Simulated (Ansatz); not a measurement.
In doubt: masses and optical values from hybrid runs of this build are listed as unsure (in some of the runs), which bears on the screening that GW takes from such a start.

The crystal is TiO2 (Anatase).

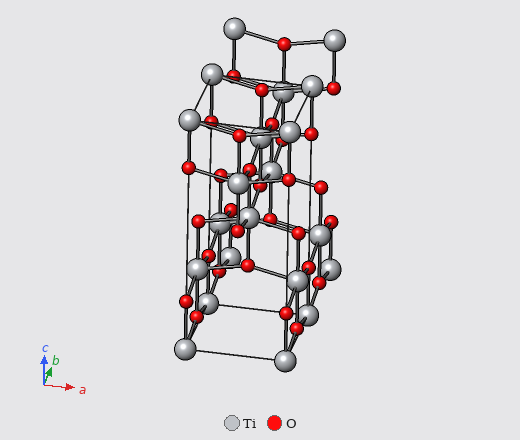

The structure (titanium light grey, oxygen red). 1×2×1 conventional cells are drawn. Some periodic images of atoms are drawn too.

Symmetry: I4_1/amd, No. 141, tetragonal system. Conventional cell: a = 3.784 Å, b = 3.784 Å, c = 9.515 Å, α = 90.00°, β = 90.00°, γ = 90.00°. Nearest to Ti lie 6 O at 1.93 to 1.98 Å. Nearest to O lie 3 Ti at 1.93 to 1.98 Å. Farther neighbours and most contacts between anions are not listed.

```xyz
6
Lattice="-1.8921 1.8921 4.7573 1.8921 -1.8921 4.7573 1.8921 1.8921 -4.7573" Properties=species:S:1:pos:R:3 pbc="T T T"
Ti    0.0000    0.0000    0.0000
Ti    0.0000    1.8921    2.3786
O     0.0000    0.0000    1.9800
O     0.0000    1.8921    4.3586
O     0.0000    1.8921    0.3987
O     0.0000    0.0000    7.5346
```

The cell and positions come from the Crystallography Open Database and are kept as given unless a step says otherwise. PAW set soft_1, made with PBE.

Gaps computed with Ansatz 0.2.0 without a self-energy: HSE06 3.62 eV, r2SCAN 2.51 eV and PBE0 4.36 eV.

Question: Estimate the G0W0@HSE06 gap with 6×6×6 mesh, 539 empty bands, screening to 230 eV, default PAW files.

About 4.01 eV: on its mesh the run moves the gap from 3.67 eV by +0.39 eV, and the mesh misses the edges by 0.05 eV. Among the scalar-relativistic levels given, PBE0 is nearest (+0.35 eV). Bands and cutoff are finite, so the gap is not at the basis limit. The miss can reach some tenths of an eV and take either sign; the mesh is an error of its own.

[Paths, hosts, dates, memory and timing lines, banners, echoed tables and standing remarks are left out of the program output.]

[Logs are printed without paths, hosts, clocks, repeated set-up lines and the standing remarks that a program may print on its own settings, such as how far it seeks lower states.]

[Runs of the session that timed out or met a known fault of the program may be left out.]

[Cells called generated may have been cut or substituted from an entry of the Crystallography Open Database or the Materials Project.]

[Hosts, paths, dates, database ids (printed as entryN), source tags and the programs' standing remarks are cut or masked in the printed files.]
